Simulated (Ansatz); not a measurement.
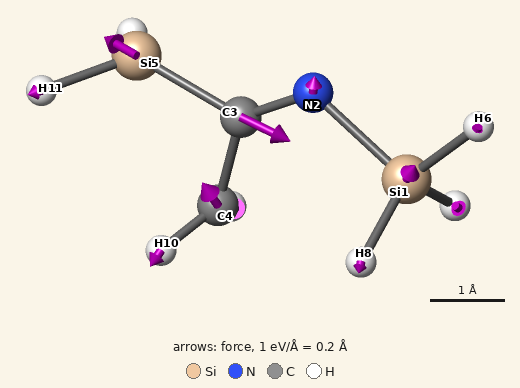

Starting geometry of C₂H₇NSi₂ (coarse preliminary run) with the computed forces as purple arrows. A ball-and-stick model, seen at a tilt.

The start comes from a force field.

All numbers below come from RKS PBE-D4/def2-SVP in Ansatz.

The input:
```yaml
crystal:
  periodic: [false, false, false]
  atoms:
    - {symbol: Si, position_ang: [-1.717600, -0.640400, 1.262700]}
    - {symbol: N, position_ang: [-0.907300, 0.730600, 0.536300]}
    - {symbol: C, position_ang: [0.117200, 0.529800, -0.175300]}
    - {symbol: C, position_ang: [0.881600, -0.660100, -0.499700]}
    - {symbol: Si, position_ang: [1.238300, 1.562100, -1.018200]}
    - {symbol: H, position_ang: [-2.929700, -0.038300, 1.991300]}
    - {symbol: H, position_ang: [-0.837600, -1.307600, 2.191100]}
    - {symbol: H, position_ang: [-2.197900, -1.483300, 0.167500]}
    - {symbol: H, position_ang: [1.768600, -0.857400, 0.015500]}
    - {symbol: H, position_ang: [0.746900, -1.014800, -1.499500]}
    - {symbol: H, position_ang: [1.263500, 1.463900, -2.463000]}
    - {symbol: H, position_ang: [2.651000, 1.660300, -0.474600]}
basis:
  gaussian: {orbitals: def2-SVP}
hamiltonian: {xc: pbe, dispersion: d4}
relax: {f_tol: 0.03, max_steps: 200}
```

Run as
```bash
ansatz run in.yaml --threads 4 --pin off --events-out ev --progress --plain --max-ram 10444MiB
```

**What follows when this structure is relaxed?**

It isn't relaxed: the largest force vector, on C3, is 3.88 eV/Å. The final displacements have little in common with the starting forces (cosine between the two patterns 0.27). Si5 moves most after the best rigid fit: 0.40 Å. Largest moves by element: Si 0.40 Å, C 0.29 Å, H 0.29 Å, N 0.05 Å. Some distances before and after: C4–Si5 2.310 → 1.917 Å, C3–Si5 1.742 → 1.887 Å, Si1–H7 1.443 → 1.509 Å, C4–H9 1.045 → 1.109 Å. Among the angles between lasting bonds that change: C4–C3–Si5 92.2° → 67.6°, N2–C3–Si5 134.5° → 151.3°, H9–C4–H10 120.4° → 111.6°. After 7 accepted moves (9 points after the start) the energy has fallen by 1.400 eV. The largest force component goes from 2.8 to 0.019 eV/Å. The line search rejected the trial steps at points 5, 7 of the run.
